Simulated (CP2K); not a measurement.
**BLYP-D3(BJ)/DZVP-MOLOPT-SR-GTH (core potential) run of HCl (hydrogen chloride)**

What is the vertical ionisation energy of HCl (hydrogen chloride) at BLYP-D3(BJ)/DZVP-MOLOPT-SR-GTH (core potential)? 

Program for the calculation: CP2K 2026.2.

1 further run of the same task is left out (set aside as unsound or not needed).

**1. Starting point**

HCl has 2 atoms, charge 0, and is taken as a singlet. SMILES: `Cl`. Geometry: relaxed at PBE0-D4/def2-TZVP.

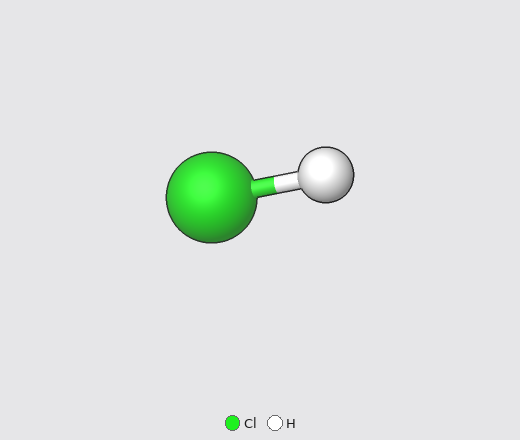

The structure, seen from a chosen angle (chlorine green, hydrogen white).

**2. A single-point energy at BLYP-D3(BJ)/DZVP-MOLOPT-SR-GTH (core potential)**

The input, job.inp:

```
&GLOBAL
 PROJECT_NAME job
 RUN_TYPE ENERGY
 PRINT_LEVEL MEDIUM
&END GLOBAL

&FORCE_EVAL
 METHOD Quickstep
 &DFT
  BASIS_SET_FILE_NAME BASIS_MOLOPT
  POTENTIAL_FILE_NAME GTH_POTENTIALS
  &QS
   METHOD GPW
   EPS_DEFAULT 1.0E-10
  &END QS
  &MGRID
   CUTOFF 400
   REL_CUTOFF 50
   NGRIDS 4
  &END MGRID
  &POISSON
   PERIODIC NONE
   POISSON_SOLVER WAVELET
  &END POISSON
  &SCF
   SCF_GUESS ATOMIC
   EPS_SCF 1.0E-06
   MAX_SCF 40
   &OT
    MINIMIZER DIIS
    PRECONDITIONER FULL_SINGLE_INVERSE
   &END OT
   &OUTER_SCF
    EPS_SCF 1.0E-06
    MAX_SCF 10
   &END OUTER_SCF
  &END SCF
  &XC
   &XC_FUNCTIONAL BLYP
   &END XC_FUNCTIONAL
   &VDW_POTENTIAL
    POTENTIAL_TYPE PAIR_POTENTIAL
    &PAIR_POTENTIAL
     TYPE DFTD3(BJ)
     PARAMETER_FILE_NAME dftd3.dat
     REFERENCE_FUNCTIONAL BLYP
     R_CUTOFF 15
    &END PAIR_POTENTIAL
   &END VDW_POTENTIAL
  &END XC
  &PRINT
   &MOMENTS
    PERIODIC F
    REFERENCE COM
    MAX_MOMENT 1
   &END MOMENTS
   &MO_CUBES
    NLUMO 3
    NHOMO -1
    WRITE_CUBE F
   &END MO_CUBES
   &HIRSHFELD OFF
   &END HIRSHFELD
  &END PRINT
 &END DFT
 &SUBSYS
  &CELL
   ABC 11.1 11.1 11.1
   PERIODIC NONE
  &END CELL
  &COORD
   Cl     0.546000    -0.178500     0.280800
   H     -0.546000     0.178500    -0.280800
  &END COORD
  &TOPOLOGY
   &CENTER_COORDINATES
   &END CENTER_COORDINATES
  &END TOPOLOGY
  &KIND Cl
   BASIS_SET DZVP-MOLOPT-SR-GTH-q7
   POTENTIAL GTH-BLYP-q7
  &END KIND
  &KIND H
   BASIS_SET DZVP-MOLOPT-SR-GTH-q1
   POTENTIAL GTH-BLYP-q1
  &END KIND
 &END SUBSYS
&END FORCE_EVAL
```

Command:

```bash
OMP_NUM_THREADS=1 cp2k.psmp -i job.inp -o job.out
```

Standard output, cut to the lines that bear on the results:

```text
CP2K| version string:                                       CP2K version 2026.2
[...]
 GLOBAL| Method name                                                        CP2K
[...]
 GLOBAL| Run type                                                         ENERGY
[...]
 DFT| Spin restricted Kohn-Sham (RKS) calculation                            RKS
 DFT| Multiplicity                                                             1
[...]
 DFT| Charge                                                                   0
[...]
 FUNCTIONAL| BECKE88:
 FUNCTIONAL| LYP:
[...]
 QS| Method:                                                                 GPW
[...]
 QS| Density cutoff [a.u.]:                                                200.0
[...]
 QS| Relative density cutoff [a.u.]:                                        25.0
[...]
                             - Atoms:                                          2
[...]
                             - Spherical basis functions:                     18
[...]
 Number of electrons:                                                          8
[...]
     1 OT DIIS     0.80E-01    2.5     0.42066917       -13.9789561052 -1.40E+01
[...]
    36 OT DIIS     0.80E-01    1.9     0.00000093       -15.5379683539 -5.64E-11
  *** SCF run converged in    36 steps ***
[...]
  Overlap energy of the core charge distribution:               0.00000034025736
  Self energy of the core charge distribution:                -35.12424175623532
  Core Hamiltonian energy:                                      8.21233681289244
  Hartree energy:                                              14.58843863042369
  Exchange-correlation energy:                                 -3.21380669790953
  Dispersion energy:                                           -0.00069568330278
  Total energy:                                               -15.53796835387414
[...]
                     Mulliken Population Analysis
 #  Atom  Element  Kind  Atomic population                           Net charge
       1     Cl       1          7.073190                             -0.073190
       2     H        2          0.926810                              0.073190
 # Total charge                              8.000000                  0.000000
[...]
  Dipole moment [Debye]
    X= -0.8473713E+00 Y=  0.2768633E+00 Z= -0.4357335E+00  Total=      0.9922475
[...]
 HOMO - LUMO gap [eV] :    8.792127
 ENERGY| Total FORCE_EVAL ( QS ) energy [hartree]            -15.537968353874136
[...]
```

Wall time 74 s (1 thread of Arm Neoverse V1, shared host); peak memory 0.94 GiB.

**3. The doublet cation, same level**

The input, qs.inp:

```
&GLOBAL
  PROJECT_NAME qs
  RUN_TYPE ENERGY
  PRINT_LEVEL MEDIUM
&END GLOBAL
&FORCE_EVAL
  METHOD Quickstep
  &DFT
    BASIS_SET_FILE_NAME BASIS_MOLOPT
    POTENTIAL_FILE_NAME GTH_POTENTIALS
    CHARGE 1
    MULTIPLICITY 2
    UKS T
    &QS
      METHOD GPW
      EPS_DEFAULT 1.0E-10
    &END QS
    &MGRID
      CUTOFF 400
      REL_CUTOFF 50
      NGRIDS 4
    &END MGRID
    &POISSON
      PERIODIC NONE
      POISSON_SOLVER WAVELET
    &END POISSON
    &SCF
      SCF_GUESS ATOMIC
      EPS_SCF 1.0E-06
      MAX_SCF 40
      &OT ON
        MINIMIZER DIIS
        PRECONDITIONER FULL_SINGLE_INVERSE
      &END OT
      &OUTER_SCF
        EPS_SCF 1.0E-06
        MAX_SCF 5
      &END OUTER_SCF
    &END SCF
    &XC
      &XC_FUNCTIONAL BLYP
      &END XC_FUNCTIONAL
      &VDW_POTENTIAL
        POTENTIAL_TYPE PAIR_POTENTIAL
        &PAIR_POTENTIAL
          TYPE DFTD3(BJ)
          PARAMETER_FILE_NAME dftd3.dat
          REFERENCE_FUNCTIONAL BLYP
          R_CUTOFF 15
        &END PAIR_POTENTIAL
      &END VDW_POTENTIAL
    &END XC
    &PRINT
      &MOMENTS
        PERIODIC F
        REFERENCE COM
        MAX_MOMENT 1
      &END MOMENTS
      &MO_CUBES
        NLUMO 5
        NHOMO -1
        WRITE_CUBE F
      &END MO_CUBES
      &HIRSHFELD OFF
      &END HIRSHFELD
    &END PRINT
  &END DFT
  &SUBSYS
    &CELL
      ABC [angstrom] 11.1 11.1 11.1
      PERIODIC NONE
    &END CELL
    &COORD
      UNIT bohr
      Cl     1.0317905    -0.3373161     0.5306351
      H     -1.0317905     0.3373161    -0.5306351
    &END COORD
    &TOPOLOGY
      &CENTER_COORDINATES
      &END CENTER_COORDINATES
    &END TOPOLOGY
    &KIND Cl
      BASIS_SET DZVP-MOLOPT-SR-GTH-q7
      POTENTIAL GTH-BLYP-q7
    &END KIND
    &KIND H
      BASIS_SET DZVP-MOLOPT-SR-GTH-q1
      POTENTIAL GTH-BLYP-q1
    &END KIND
  &END SUBSYS
&END FORCE_EVAL
```

Command:

```bash
OMP_NUM_THREADS=1 cp2k.psmp qs.inp > qs.out
```

Standard output, cut to the lines that bear on the results:

```text
CP2K| version string:                                       CP2K version 2026.2
[...]
 GLOBAL| Method name                                                        CP2K
[...]
 GLOBAL| Run type                                                         ENERGY
[...]
 DFT| Spin unrestricted (spin-polarized) Kohn-Sham calculation               UKS
 DFT| Multiplicity                                                             2
[...]
 DFT| Charge                                                                   1
[...]
 FUNCTIONAL| BECKE88:
 FUNCTIONAL| LYP:
[...]
 QS| Method:                                                                 GPW
[...]
 QS| Density cutoff [a.u.]:                                                200.0
[...]
 QS| Relative density cutoff [a.u.]:                                        25.0
[...]
                             - Atoms:                                          2
[...]
                             - Spherical basis functions:                     18
[...]
 Number of electrons:                                                          4
[...]
     1 OT DIIS     0.80E-01    3.7     0.24280641       -13.4116005781 -1.34E+01
[...]
     9 OT DIIS     0.80E-01    3.6     0.00000087       -15.0764146494 -7.81E-11
  *** SCF run converged in     9 steps ***
[...]
  Overlap energy of the core charge distribution:               0.00000034025716
  Self energy of the core charge distribution:                -35.12424175623532
  Core Hamiltonian energy:                                      7.80580323021923
  Hartree energy:                                              15.13282253273703
  Exchange-correlation energy:                                 -2.89010331312136
  Dispersion energy:                                           -0.00069568330271
  Total energy:                                               -15.07641464944597
[...]
                     Mulliken Population Analysis
 #  Atom  Element  Kind  Atomic population (alpha,beta) Net charge  Spin moment
       1     Cl       1         3.607352     2.593912     0.798736     1.013440
       2     H        2         0.392648     0.406088     0.201264    -0.013440
 # Total charge and spin        4.000000     3.000000     1.000000     1.000000
[...]
  Dipole moment [Debye]
    X= -0.1324326E+01 Y=  0.4329703E+00 Z= -0.6810635E+00  Total=      1.5508548
[...]
 HOMO - LUMO gap [eV] :    0.443392
 ENERGY| Total FORCE_EVAL ( QS ) energy [hartree]            -15.076414649445971
[...]
```

It took 2.9 min on 1 thread of Arm Neoverse V1, shared host; peak memory 1.2 GiB.

**4. Summary of results**

At BLYP-D3(BJ)/DZVP-MOLOPT-SR-GTH (core potential):

| quantity | value |
| --- | --- |
| singlet HCl: total energy | -15.53797 Eh |
| singlet HCl: dipole moment | 0.99 D |
| singlet HCl: HOMO energy | -7.69 eV |
| singlet HCl: LUMO energy | 1.10 eV |
| singlet HCl: HOMO–LUMO gap | 8.79 eV |
| singlet HCl: dispersion energy | -1.83 kJ/mol |
| doublet cation: total energy | -15.07641 Eh |
| doublet cation: HOMO energy (highest over α and β) | -17.79 eV |
| doublet cation: LUMO energy (lowest over α and β) | -17.35 eV |
| doublet cation: dispersion energy | -1.83 kJ/mol |
| doublet cation: ⟨S²⟩ | 0.753 |
| vertical ionisation energy (to the doublet cation) | 12.560 eV |

The vertical ionisation energy comes to 12.56 eV (290 kcal/mol). −ε(HOMO) before ionisation, 7.69 eV, is 4.87 eV below this ionisation energy.
